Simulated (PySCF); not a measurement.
# Br2Ce (Ce(Br)2): the cost of one run

Program: PySCF 2.14.0. Level of theory: several levels, as the steps say, no spin–orbit coupling. These are calculated values, not measurements.

1 further run of the same task is left out (for a known fault of the program).

**1. Where the work starts**

3 atoms, charge 0, spin multiplicity 1.

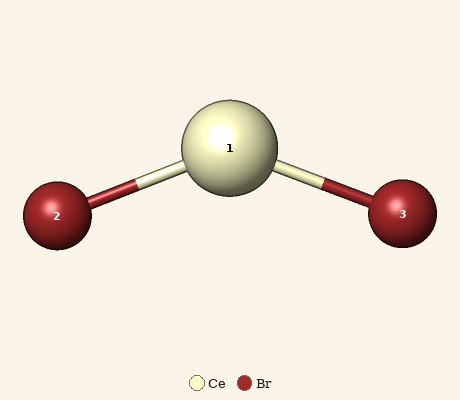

The structure; cerium light yellow, bromine red; atoms are numbered from 1 in the order of the file.

Geometry (Å):

```xyz
3

Ce    0.0000    0.0000   -0.5179
Br    2.6662    0.0000    0.5101
Br   -2.6662    0.0000    0.5101
```

Formal oxidation states: Ce +2. Each metal's 2 4f electrons lie in its core potential, so multiplicities, spins and levels count the valence alone. For divalent La, Ce, Gd or Lu the extra electron is normally 5d or 6s, so this core forces an excited configuration. An earlier session relaxed this geometry at PBE0, Ce lcecp-0-SVP with ECP48, Br def2-SVP (singlet, point group C2v).

At PBE0 on the finer grid: E = -5173.933758 Eh, frontier levels not given, since the 4f levels lie in the core, Mulliken charge on Ce1 +0.91 e, largest force component 0.005 eV/Å. 

Levels to run: PBE; M06-L; PBE0, TZVP. Hardware: 2 threads of Arm Neoverse V1, shared host.

**2. PBE**

run.py (the lines that set the calculation)

```python
mol = gto.M(atom='''
Ce     0.00000     0.00000    -0.51792
Br     2.66617     0.00000     0.51010
Br    -2.66617     0.00000     0.51010''',
    basis={'Ce': 'lcecp-0-SVP', 'Br': 'def2-SVP'},
    ecp={'Ce': 'lcecp-0-SVP'},
    charge=0, spin=0)
mf = dft.RKS(mol, xc='PBE')
mf.grids.atom_grid = (75, 302)  # f atoms: unpruned, at least (60, 302)
mf = mf.density_fit()  # fitting sets: Ce AutoAux, Br def2-universal-JKFIT
mf.conv_tol = 1e-08; mf.max_cycle = 55
mf.kernel(dm0)  # dm0: the density of the relaxed state
```

Started as:

```
> OMP_NUM_THREADS=2 python run.py
```

**Question.** How long does this run take on 2 threads of Arm Neoverse V1, shared host?

About 4.4 s.
